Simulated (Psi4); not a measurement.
# GaH2ClO (SMILES [OH][GaH][Cl]): a chain of runs

Aim: a structure relaxation (singlet GaH2ClO, B3LYP/def2-SVPD), then the energy (doublet GaH2ClO+, UB3LYP/def2-SVPD), then a structure relaxation (doublet GaH2ClO+, UB3LYP/def2-SVPD), then a single-point energy (doublet GaH2ClO−, UB3LYP/def2-SVPD), then a structure relaxation (doublet GaH2ClO−, UB3LYP/def2-SVPD) of ClGaH2O. 

The results are computed with Psi4 1.11.

## 1. Starting point

GaH2ClO has 5 atoms, charge 0, and is taken as a singlet. As SMILES, `[OH][GaH][Cl]`. Geometry: relaxed at PBE0-D4/def2-TZVP. This is one conformer, not always the lowest. The run starts from this shape.

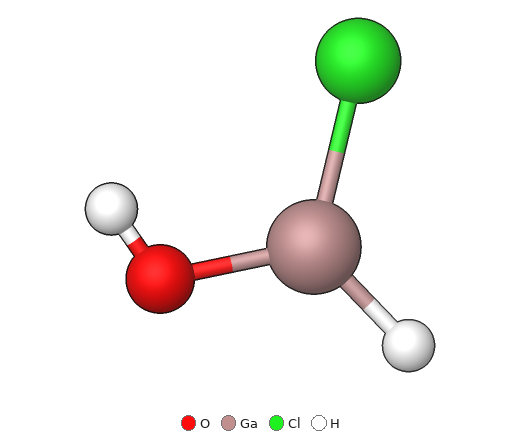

The structure, seen from a chosen angle (oxygen red, gallium pink, chlorine green, hydrogen white).

## 2. A geometry optimisation at B3LYP/def2-SVPD (density fitting) (run 1)

Input file input.dat:

```
memory 1600 MB

molecule mol {
  O
  Ga 1 r2
  Cl 2 r3 1 a3
  H 1 r4 2 a4 3 d4
  H 2 r5 1 a5 4 d5

  r2 = 1.772163
  r3 = 2.144934
  a3 = 115.03345
  r4 = 0.960472
  a4 = 113.49163
  d4 = 0.02628
  r5 = 1.541363
  a5 = 122.45633
  d5 = -179.97593
  symmetry c1
}

set basis def2-SVPD

e_tot = optimize('b3lyp')
```

On the command line:

```sh
$ psi4 input.dat output.dat -n 1
```

output.dat:

```text
[...]
  Running in c1 symmetry.
[...]
  Nuclear repulsion =  255.054746025313733
[...]
  Multiplicity = 1
[...]
  Nalpha       = 29
  Nbeta        = 29
[...]
    Number of basis functions: 104
[...]
   @DF-RKS iter   1: -2459.30055363203655   -1.58781e+00   2.53718e-02 ADIIS/DIIS
[...]
   @DF-RKS iter   8: -2461.19241929662667   -4.09273e-12   2.45076e-09 DIIS
[...]
  @DF-RKS Final Energy: -2461.19241929662667
   => Energetics <=
    Nuclear Repulsion Energy =            251.5970751975798407
    One-Electron Energy =               -3924.7603667579828652
    Two-Electron Energy =                1302.6993632979281301
    DFT Exchange-Correlation Energy =     -90.7284910341517588
    Empirical Dispersion Energy =           0.0000000000000000
    VV10 Nonlocal Energy =                  0.0000000000000000
    Total Energy =                      -2461.1924192966266673
[...]
 Multipole Moments:
 ------------------------------------------------------------------------------------
     Multipole            Electronic (a.u.)      Nuclear  (a.u.)        Total (a.u.)
 ------------------------------------------------------------------------------------
 L = 1.  Multiply by 2.5417464519 to convert [e a0] to [Debye]
 Dipole X            :          0.0009924           -0.0005548            0.0004376
 Dipole Y            :          1.1818106           -0.9132620            0.2685486
 Dipole Z            :          2.0298200           -2.0484637           -0.0186437
 Magnitude           :                                                    0.2691954
[...]
  -Total Gradient:
     Atom            X                  Y                   Z
    ------   -----------------  -----------------  -----------------
       1       -0.000007709055    -0.000024966551     0.000104903528
       2        0.000025876299     0.000067177029    -0.000057686164
       3       -0.000006985219    -0.000134055996    -0.000015526908
       4       -0.000000390062     0.000030796920     0.000013856416
       5       -0.000010570033    -0.000062947711     0.000081684554
[...]
    Final optimized geometry and variables:
    Molecular point group: c1
    Full point group: C1
    Geometry (in Angstrom), charge = 0, multiplicity = 1:
    O
    GA            1          r2
    CL            2          r3      1          a3
    H             1          r4      2          a4      3          d4
    H             2          r5      1          a5      4          d5
    a3        =  115.5861798659
    a4        =  116.1585331376
    a5        =  122.0239402944
    d4        =   -0.0185433056
    d5        = -179.9815313490
[...]
```

Standard output:

```text
Optimizer: Optimization complete!
```

Run time: 53 s. Hardware: 1 thread of AMD EPYC 7R43 (Zen 3), shared host; peak memory 0.57 GiB.

The path in brief:

```tsv
step	energy from the first frame kept (eV)	largest force (eV/Å)
0	0.0000	0.6148
1	-0.0165	0.1526
2	-0.0174	0.0496
3	-0.0176	0.0138
4	-0.0175	0.0270
5	-0.0176	0.0070
```

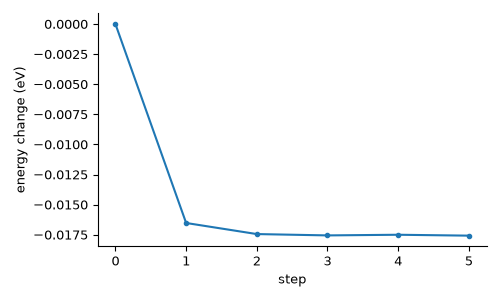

Energy along the run.

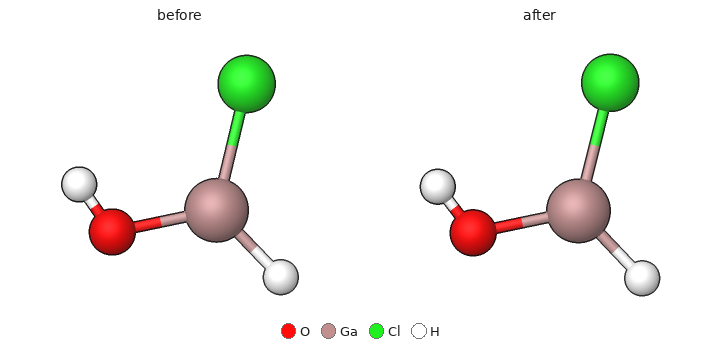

Before and after, at one scale.

After the run. Bond lengths: O1–Ga2 1.790 Å, Ga2–Cl3 2.180 Å, O1–H4 0.965 Å, Ga2–H5 1.542 Å. Angles: O1–Ga2–Cl3 115.6°, O1–Ga2–H5 122.0°, Cl3–Ga2–H5 122.4°, Ga2–O1–H4 116.2°.

## 3. The doublet cation: a single-point energy at UB3LYP/def2-SVPD (density fitting) (run 2)

Input file calc.dat:

```
memory 1600 mb

molecule {
  1 2
  O
  Ga 1 r2
  Cl 2 r3 1 a3
  H 1 r4 2 a4 3 d4
  H 2 r5 1 a5 4 d5

  r2 = 1.789664
  r3 = 2.179995
  a3 = 115.58618
  r4 = 0.964967
  a4 = 116.1585
  d4 = -0.01857
  r5 = 1.541634
  a5 = 122.02392
  d5 = -179.98155
  symmetry c1
}

set basis def2-SVPD
set reference uks

energy_value, wavefunction = energy('b3lyp', return_wfn=True)
```

On the command line:

```sh
$ psi4 -i calc.dat -o calc.out -n 1
```

calc.out:

```text
[...]
  Running in c1 symmetry.
[...]
  Nuclear repulsion =  251.597032170622555
[...]
  Multiplicity = 2
[...]
  Nalpha       = 29
  Nbeta        = 28
[...]
    Number of basis functions: 104
[...]
   @DF-UKS iter   1: -2458.78926678108292   -1.14121e+00   2.55820e-02 ADIIS/DIIS
[...]
   @DF-UKS iter  30: -2460.77713682148169   -2.31039e-08   7.93227e-07 DIIS
[...]
   @S^2 Observed:                7.599264504E-01
[...]
    Orbital Energies [Eh]
    ---------------------
    Alpha Occupied:
       1A   -372.814574     2A   -101.807920     3A    -46.195016
       4A    -40.961678     5A    -40.959027     6A    -40.957750
       7A    -19.432289     8A     -9.757169     9A     -7.528136
      10A     -7.519675    11A     -7.514440    12A     -5.785959
      13A     -4.075195    14A     -4.069982    15A     -4.066286
      16A     -1.258461    17A     -1.139989    18A     -1.124456
      19A     -1.122534    20A     -1.121124    21A     -1.114968
      22A     -1.081548    23A     -0.771496    24A     -0.693608
      25A     -0.642393    26A     -0.621073    27A     -0.607750
      28A     -0.596139    29A     -0.587915
    Alpha Virtual:
[...]
  @DF-UKS Final Energy: -2460.77713682148169
   => Energetics <=
    Nuclear Repulsion Energy =            251.5970321706225548
    One-Electron Energy =               -3909.8612477187762124
    Two-Electron Energy =                1287.9429554395851483
    DFT Exchange-Correlation Energy =     -90.4558767129135219
    Empirical Dispersion Energy =           0.0000000000000000
    VV10 Nonlocal Energy =                  0.0000000000000000
    Total Energy =                      -2460.7771368214816903
[...]
 Multipole Moments:
 ------------------------------------------------------------------------------------
     Multipole            Electronic (a.u.)      Nuclear  (a.u.)        Total (a.u.)
 ------------------------------------------------------------------------------------
 L = 1.  Multiply by 2.5417464519 to convert [e a0] to [Debye]
 Dipole X            :          0.0484127           -0.0005545            0.0478582
 Dipole Y            :          0.6734111           -0.9132621           -0.2398510
 Dipole Z            :          1.9705609           -2.0484649           -0.0779040
 Magnitude           :                                                    0.2566865
[...]
```

It took 30 s on 1 thread of AMD EPYC 7R43 (Zen 3), shared host; peak memory 0.53 GiB.

## 4. The doublet cation: a geometry optimisation at UB3LYP/def2-SVPD (density fitting) (run 3)

Input file calc.dat:

```
memory 1600 MB

molecule {
  1 2
  O
  Ga 1 1.789664
  Cl 2 2.179995 1 115.58618
  H 1 0.964967 2 116.1585 3 -0.01857
  H 2 1.541634 1 122.02392 4 -179.98155
  symmetry c1
}

set basis def2-SVPD
set reference uks
set geom_maxiter 50

e, wfn = optimize('b3lyp', return_wfn=True)
```

On the command line:

```sh
$ psi4 -n 1 calc.dat calc.out
```

calc.out:

```text
[...]
  Running in c1 symmetry.
[...]
  Nuclear repulsion =  251.597032170622555
[...]
  Multiplicity = 2
[...]
  Nalpha       = 29
  Nbeta        = 28
[...]
    Number of basis functions: 104
[...]
   @DF-UKS iter   1: -2458.78926678108292   -1.14121e+00   2.55820e-02 ADIIS/DIIS
[...]
   @DF-UKS iter   9: -2460.79801261754892   -1.04592e-11   6.33653e-09 DIIS
[...]
   @S^2 Observed:                7.565441406E-01
[...]
  @DF-UKS Final Energy: -2460.79801261754892
   => Energetics <=
    Nuclear Repulsion Energy =            253.5967047584279044
    One-Electron Energy =               -3914.1821512614424137
    Two-Electron Energy =                1290.2340313081956538
    DFT Exchange-Correlation Energy =     -90.4465974227299938
    Empirical Dispersion Energy =           0.0000000000000000
    VV10 Nonlocal Energy =                  0.0000000000000000
    Total Energy =                      -2460.7980126175484656
[...]
 Multipole Moments:
 ------------------------------------------------------------------------------------
     Multipole            Electronic (a.u.)      Nuclear  (a.u.)        Total (a.u.)
 ------------------------------------------------------------------------------------
 L = 1.  Multiply by 2.5417464519 to convert [e a0] to [Debye]
 Dipole X            :         -0.1431681            0.6710106            0.5278425
 Dipole Y            :          1.3840577           -0.6605620            0.7234956
 Dipole Z            :          3.0152078           -2.9876785            0.0275293
 Magnitude           :                                                    0.8960030
[...]
  -Total Gradient:
     Atom            X                  Y                   Z
    ------   -----------------  -----------------  -----------------
       1        0.000026491758    -0.000015416487    -0.000023563932
       2        0.000018928248     0.000017237675    -0.000004657105
       3        0.000013165221    -0.000036764105    -0.000025601573
       4        0.000029829987    -0.000020452814     0.000001662311
       5       -0.000003078617     0.000001489831    -0.000025554276
[...]
    Final optimized geometry and variables:
    Molecular point group: c1
    Full point group: C1
    Geometry (in Angstrom), charge = 1, multiplicity = 2:
    O
    GA            1    1.872020
    CL            2    2.196461      1   78.211378
    H             1    0.979114      2  125.214221      3  -74.786623
    H             2    1.523858      1  136.977704      4  110.162867
    Psi4 run time: 0:04:51.21
[...]
```

On the terminal:

```text
Optimizer: Optimization complete!
```

It took 4.9 min on 1 thread of AMD EPYC 7R43 (Zen 3), shared host; peak memory 0.58 GiB.

Step by step:

```tsv
step	energy from the first frame kept (eV)	largest force (eV/Å)
0	0.0000	1.2447
1	-0.0783	0.9921
2	-0.1818	1.1354
3	-0.3125	0.7999
4	-0.2481	1.2309
5	-0.4605	0.7627
6	-0.4838	0.4726
7	-0.4945	0.2561
8	-0.5302	0.8165
9	-0.5436	0.7250
10	-0.5564	0.4375
11	-0.5636	0.1750
12	-0.5657	0.1402
13	-0.5668	0.1080
14	-0.5679	0.0701
15	-0.5680	0.0352
16	-0.5681	0.0042
17	-0.5681	0.0024
```

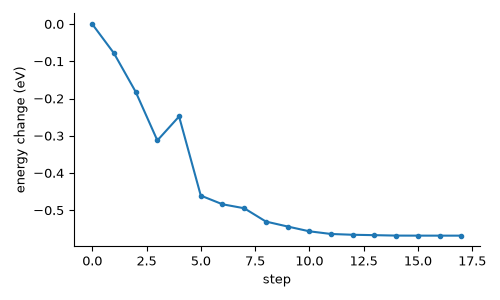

Energy along the run.

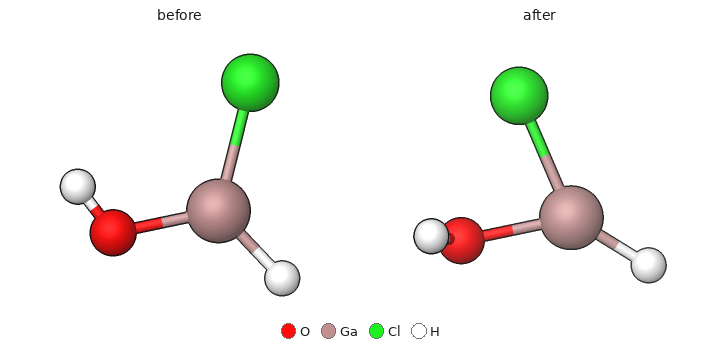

Before and after, at one scale.

After the run. Bond lengths: O1–Ga2 1.872 Å, Ga2–Cl3 2.196 Å, O1–H4 0.979 Å, Ga2–H5 1.524 Å. Angles: O1–Ga2–Cl3 78.2°, O1–Ga2–H5 137.0°, Cl3–Ga2–H5 144.6°, Ga2–O1–H4 125.2°.

## 5. The doublet anion: a single-point energy at UB3LYP/def2-SVPD (density fitting) (run 4)

Input file clgah2o.dat:

```
memory 1.6 GB

molecule m {
  -1 2
  O
  Ga 1 1.789664
  Cl 2 2.179995 1 115.58618
  H 1 0.964967 2 116.1585 3 -0.01857
  H 2 1.541634 1 122.02392 4 -179.98155
  symmetry c1
}

set {
  basis def2-SVPD
  reference uks
}

e, wfn = energy('b3lyp', return_wfn=True)
print_variables()
```

On the command line:

```sh
$ psi4 -i clgah2o.dat -o clgah2o.out -n 1
```

clgah2o.out:

```text
[...]
  Running in c1 symmetry.
[...]
  Nuclear repulsion =  251.597032170622555
[...]
  Multiplicity = 2
[...]
  Nalpha       = 30
  Nbeta        = 29
[...]
    Number of basis functions: 104
[...]
   @DF-UKS iter   1: -2458.98166365710813   -1.33361e+00   2.60566e-02 ADIIS/DIIS
[...]
   @DF-UKS iter  13: -2461.17785294951955   -1.60806e-07   8.90879e-07 DIIS
[...]
   @S^2 Observed:                7.533732411E-01
[...]
    Orbital Energies [Eh]
    ---------------------
    Alpha Occupied:
       1A   -372.327185     2A   -101.312662     3A    -45.708239
       4A    -40.474343     5A    -40.472788     6A    -40.471343
       7A    -18.949067     8A     -9.264762     9A     -7.030294
      10A     -7.025936    11A     -7.025917    12A     -5.299303
      13A     -3.585463    14A     -3.585385    15A     -3.581419
      16A     -0.785606    17A     -0.656209    18A     -0.638918
      19A     -0.637484    20A     -0.634300    21A     -0.630731
      22A     -0.600667    23A     -0.315294    24A     -0.237072
      25A     -0.170275    26A     -0.153978    27A     -0.150355
      28A     -0.136373    29A     -0.130164    30A      0.088624
    Alpha Virtual:
[...]
  @DF-UKS Final Energy: -2461.17785294951955
   => Energetics <=
    Nuclear Repulsion Energy =            251.5970321706225548
    One-Electron Energy =               -3937.5291661277037747
    Two-Electron Energy =                1315.6562689762511127
    DFT Exchange-Correlation Energy =     -90.9019879686892978
    Empirical Dispersion Energy =           0.0000000000000000
    VV10 Nonlocal Energy =                  0.0000000000000000
    Total Energy =                      -2461.1778529495195471
[...]
 Multipole Moments:
 ------------------------------------------------------------------------------------
     Multipole            Electronic (a.u.)      Nuclear  (a.u.)        Total (a.u.)
 ------------------------------------------------------------------------------------
 L = 1.  Multiply by 2.5417464519 to convert [e a0] to [Debye]
 Dipole X            :         -0.0226476           -0.0005545           -0.0232021
 Dipole Y            :          0.1804790           -0.9132621           -0.7327831
 Dipole Z            :          1.7450555           -2.0484649           -0.3034094
 Magnitude           :                                                    0.7934524
[...]
```

Run time: 15 s. Hardware: 1 thread of AMD EPYC 7R43 (Zen 3), shared host; peak memory 0.53 GiB.

## 6. The doublet anion: a geometry optimisation at UB3LYP/def2-SVPD (density fitting) (run 5)

Input file clgah2o.dat:

```
memory 1600 mb

molecule {
  -1 2
  O     -1.173458     0.526468    -0.505828
  Ga     0.464964     0.215527     0.143623
  Cl     0.949074    -1.877403     0.514646
  H     -1.729242    -0.249539    -0.647528
  H      1.464208     1.356100     0.421542
  symmetry c1
}

set {
  basis def2-SVPD
  reference uks
  geom_maxiter 50
}

opt('b3lyp')
```

On the command line:

```sh
$ psi4 -i clgah2o.dat -o clgah2o.out -n 1
```

clgah2o.out:

```text
[...]
  Running in c1 symmetry.
[...]
  Nuclear repulsion =  251.597054760952119
[...]
  Multiplicity = 2
[...]
  Nalpha       = 30
  Nbeta        = 29
[...]
    Number of basis functions: 104
[...]
   @DF-UKS iter   1: -2458.98166342265495   -1.33360e+00   2.60566e-02 ADIIS/DIIS
[...]
   @DF-UKS iter   7: -2461.22719486489359   -1.36424e-12   5.30762e-09 DIIS
[...]
   @S^2 Observed:                7.524548183E-01
[...]
  @DF-UKS Final Energy: -2461.22719486489359
   => Energetics <=
    Nuclear Repulsion Energy =            235.1058828550260955
    One-Electron Energy =               -3904.9802356721361321
    Two-Electron Energy =                1299.5227266284514371
    DFT Exchange-Correlation Energy =     -90.8755686762351189
    Empirical Dispersion Energy =           0.0000000000000000
    VV10 Nonlocal Energy =                  0.0000000000000000
    Total Energy =                      -2461.2271948648935904
[...]
 Multipole Moments:
 ------------------------------------------------------------------------------------
     Multipole            Electronic (a.u.)      Nuclear  (a.u.)        Total (a.u.)
 ------------------------------------------------------------------------------------
 L = 1.  Multiply by 2.5417464519 to convert [e a0] to [Debye]
 Dipole X            :          2.9055400           -2.8808968            0.0246432
 Dipole Y            :          0.7983237           -0.7374367            0.0608870
 Dipole Z            :         -1.8715215            1.4686159           -0.4029056
 Magnitude           :                                                    0.4082247
[...]
  -Total Gradient:
     Atom            X                  Y                   Z
    ------   -----------------  -----------------  -----------------
       1        0.000025256232    -0.000006570127    -0.000040267229
       2       -0.000014815768    -0.000017462980     0.000015835431
       3       -0.000032387283    -0.000013097656     0.000103522736
       4        0.000031449180    -0.000021534683     0.000039262672
       5        0.000030563564    -0.000014357739     0.000021203814
[...]
    Final optimized geometry and variables:
    Molecular point group: c1
    Full point group: C1
    Geometry (in Angstrom), charge = -1, multiplicity = 2:
    O           -1.668076209981     0.880216769728    -0.337786427326
    GA           0.200472531503     0.580222744824    -0.285708616062
    CL           0.404451845968    -1.595294674767     0.709950020752
    H           -2.129252401070     0.045300460738    -0.478166334065
    H            0.859027287684     1.655835042199     0.745432560682
    Psi4 run time: 0:02:42.06
[...]
```

On the terminal:

```text
Optimizer: Optimization complete!
```

Wall time 2.7 min (1 thread of AMD EPYC 7R43 (Zen 3), shared host); peak memory 0.57 GiB.

Step by step:

```tsv
step	energy from the first frame kept (eV)	largest force (eV/Å)
0	0.0000	1.8781
1	-0.1530	1.6366
2	-0.7201	3.0201
3	-0.9892	2.2115
4	-1.2420	1.6811
5	-1.3153	0.5081
6	-1.3327	0.2284
7	-1.3417	0.1933
8	-1.3424	0.0665
9	-1.3426	0.0173
10	-1.3426	0.0059
11	-1.3427	0.0056
```

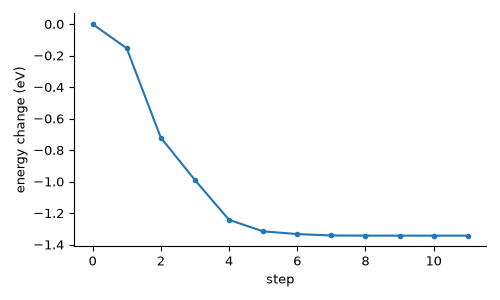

Energy along the run.

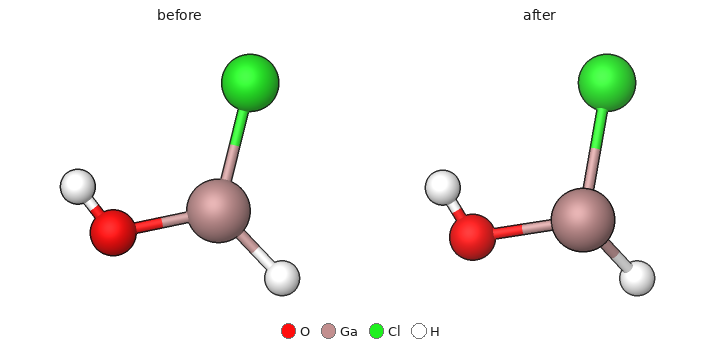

Before and after, at one scale.

After the run. Bond lengths: O1–Ga2 1.893 Å, Ga2–Cl3 2.401 Å, O1–H4 0.964 Å, Ga2–H5 1.629 Å. Angles: O1–Ga2–Cl3 103.8°, O1–Ga2–H5 108.2°, Cl3–Ga2–H5 107.5°, Ga2–O1–H4 109.8°.

## 7. What came out

```
                                                               quantity           value
                        run 1, B3LYP/def2-SVPD: total energy at the end  -2461.19242 Eh
                                  run 1, B3LYP/def2-SVPD: dipole moment          0.68 D
                                    run 1, B3LYP/def2-SVPD: HOMO energy        -8.75 eV
                                    run 1, B3LYP/def2-SVPD: LUMO energy        -1.60 eV
                                  run 1, B3LYP/def2-SVPD: HOMO–LUMO gap         7.15 eV
                                    doublet cation, run 2: total energy  -2460.77714 Eh
              doublet cation, run 2: HOMO energy (highest over α and β)       -15.24 eV
               doublet cation, run 2: LUMO energy (lowest over α and β)       -13.80 eV
                                            doublet cation, run 2: ⟨S²⟩           0.760
                         doublet cation, run 3: total energy at the end  -2460.79801 Eh
              doublet cation, run 3: HOMO energy (highest over α and β)       -15.17 eV
               doublet cation, run 3: LUMO energy (lowest over α and β)       -11.98 eV
                                            doublet cation, run 3: ⟨S²⟩           0.757
                                     doublet anion, run 4: total energy  -2461.17785 Eh
               doublet anion, run 4: HOMO energy (highest over α and β)         2.41 eV
                doublet anion, run 4: LUMO energy (lowest over α and β)         3.33 eV
                                             doublet anion, run 4: ⟨S²⟩           0.753
                          doublet anion, run 5: total energy at the end  -2461.22719 Eh
               doublet anion, run 5: HOMO energy (highest over α and β)         0.03 eV
                doublet anion, run 5: LUMO energy (lowest over α and β)         2.35 eV
                                             doublet anion, run 5: ⟨S²⟩           0.752
 adiabatic electron affinity (to the doublet anion, no zero-point term)        0.946 eV
adiabatic ionisation energy (to the doublet cation, no zero-point term)       10.732 eV
```

What this shows: The adiabatic electron affinity (to the doublet anion, no zero-point term) is 0.95 eV (21.8 kcal/mol). The adiabatic ionisation energy (to the doublet cation, no zero-point term) is 10.73 eV (247 kcal/mol). The optimisation (run 1, B3LYP/def2-SVPD) took 6 steps and changed the energy by -0.018 eV. The optimisation (doublet cation, run 3) took 18 steps and changed the energy by -0.568 eV. The HOMO (doublet anion, run 4) lies at positive energy, 2.41 eV; only total energies tell whether the electron is bound. The optimisation (doublet anion, run 5) took 12 steps and changed the energy by -1.343 eV.
